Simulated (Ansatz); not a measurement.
A series of calculations on C3H5Cl

## 1. Relaxation

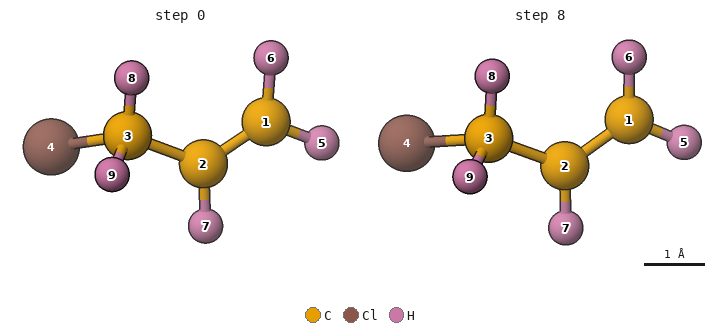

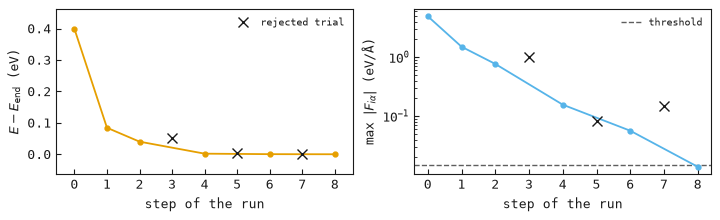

First and last geometry of a relaxation of C$_{3}$H$_{5}$Cl, with the history of the run. A ball-and-stick model, seen at a tilt.

The run prepares an end point of a later path (torsion) calculation, from a guessed geometry.

Method: Ansatz, RKS BLYP-D4/def2-SVP.

Input file:
```yaml
crystal:
  periodic: [false, false, false]
  atoms:
    - { symbol: C, position_ang: [-0.2533, 1.2795, -0.4336] }
    - { symbol: C, position_ang: [0.3483, 0.1535, -0.3853] }
    - { symbol: C, position_ang: [0.0349, -0.9239, 0.5941] }
    - { symbol: Cl, position_ang: [-0.34, -2.3949, -0.2493] }
    - { symbol: H, position_ang: [-0.0397, 2.0593, -1.2123] }
    - { symbol: H, position_ang: [-1.111, 1.5817, 0.2359] }
    - { symbol: H, position_ang: [1.1808, -0.032, -1.091] }
    - { symbol: H, position_ang: [-0.7005, -0.639, 1.2895] }
    - { symbol: H, position_ang: [0.9689, -1.1304, 1.235] }
basis:
  gaussian: { orbitals: def2-SVP }
hamiltonian:
  xc: blyp
  dispersion: d4
relax:
  f_tol: 0.015
  max_steps: 40
```

Command:
```bash
ansatz run input.yaml --threads 1 --pin off --max-ram 2048MiB --backend cpu --events-out ev --progress --plain --runs-dir out
```

What do the curves and the structures tell?

It converged. The atom that moves furthest after the best rigid fit is Cl4 (0.10 Å). By element the largest moves are Cl 0.10 Å, C 0.07 Å, H 0.05 Å. Some distances before and after: C3–Cl4 1.737 → 1.847 Å, C1–C2 1.278 → 1.346 Å, C3–H8 1.051 → 1.106 Å, C3–H9 1.151 → 1.107 Å. Bond angles that change, for instance: Cl4–C3–H8 113.6° → 106.9°, H5–C1–H6 111.7° → 116.9°, H8–C3–H9 104.3° → 109.3°. Over 5 accepted moves (8 points after the start) the energy falls by 0.399 eV. Largest force component: 4.9 eV/Å at the start, 0.014 eV/Å at the end. The line search rejected the trial steps at points 3, 5, 7 of the run.

## 2. Relaxation

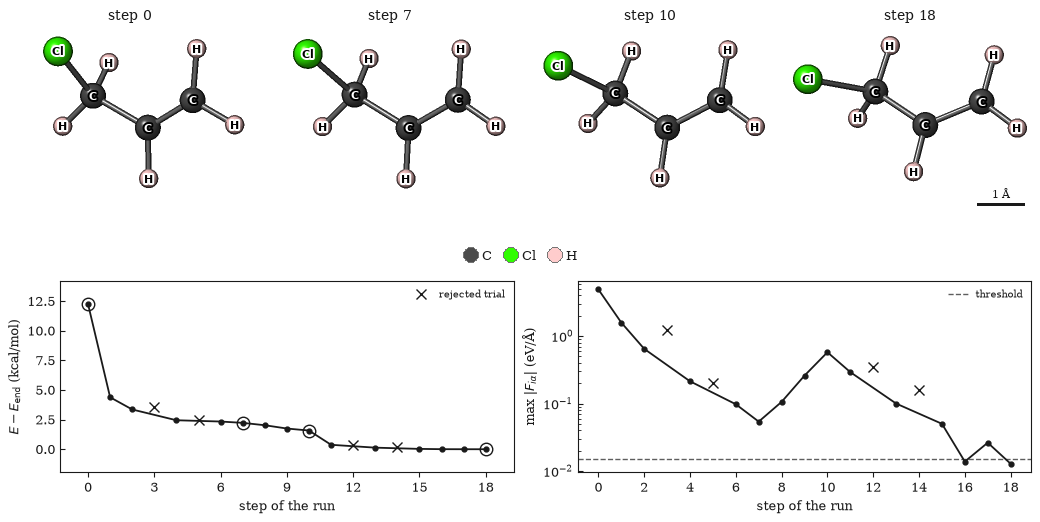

Frames of a relaxation of C₃H₅Cl, marked on the history of the run. Style: ball-and-stick. Shown at a tilt.

The run prepares an end point of a later path (torsion) calculation, from a guessed geometry.

Computed with Ansatz 0.2.0, RKS BLYP-D4/def2-SVP. Set-up: no spin polarisation; force threshold 0.015 eV/Å; at most 40 steps.

Question: What happens along the run?

Answer: The Cl atom moves most after the best rigid fit: 0.90 Å. By element the largest moves are Cl 0.90 Å, H 0.75 Å, C 0.26 Å. Among the contacts that change: C–Cl 1.737 → 1.847 Å, C–C 1.278 → 1.346 Å, C–H 1.051 → 1.107 Å, C–H 1.151 → 1.106 Å. Bond angles that change, for instance: Cl–C–H 113.6° → 105.1°, H–C–H 111.7° → 117.0°, H–C–H 104.3° → 109.3°. Groups turn about C–C by about 55°. After 14 accepted moves (18 points after the start) the energy has fallen by 12.3 kcal/mol. Largest force component: 4.9 eV/Å at the start, 0.013 eV/Å at the end. The line search rejected the trial steps at points 3, 5, 12, 14 of the run. The forces were under the threshold at step 16, but the run went on from there. Cost: 48 s on 1 thread of Intel(R) Xeon(R) Platinum 8259CL CPU @ 2.50GHz (Skylake/Cascade Lake), with other jobs on the host, peak memory 0.13 GiB. From step 0 to 7: the Cl atom moves most (0.23 Å), energy −10.0 kcal/mol. From step 7 to 10: Cl and H atoms move most (0.32 Å), energy −0.65 kcal/mol. From step 10 to 18: the Cl atom moves most (0.39 Å), energy −1.58 kcal/mol.

## 3. Path

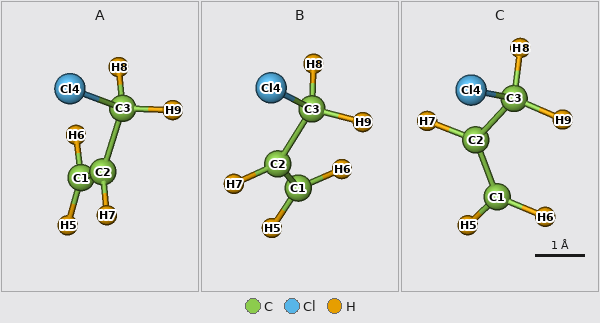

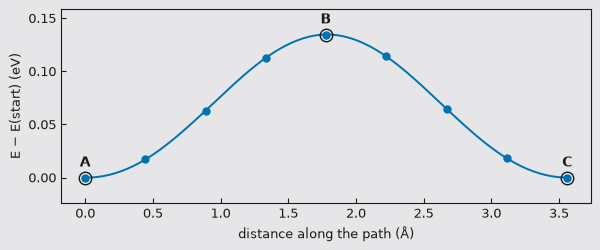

NEB run on C3H5Cl. Images are numbered from 0 (start) to 8 (end). Frames A to C are images 0, 4, 8. The picture is a ball-and-stick view, seen from a free direction.

Method: Ansatz, RKS BLYP-D4/def2-SVP. Set-up: 7 movable images; climbing image; force threshold 0.05 eV/Å; iteration limit 60; starting path through a guess of the saddle point.

Question: Read off the barrier and say what moves.

Answer: The motion is a rotation about the C2–C3 bond by about 125°. No bond forms or breaks between the ends. The two ends have the same energy, and the highest point, image 4, lies 0.135 eV above the start. The band converged in 8 iterations. The largest component of the band force went from 6.4 to 0.018 eV/Å. The climbing image converged on the top of the path. Its vibrational analysis gives one imaginary mode (144i cm⁻¹), as a transition state must have.

Cost: 2.6 min on 1 thread of Intel(R) Xeon(R) Platinum 8259CL CPU @ 2.50GHz (Skylake/Cascade Lake), with other jobs on the host, peak memory 0.13 GiB.
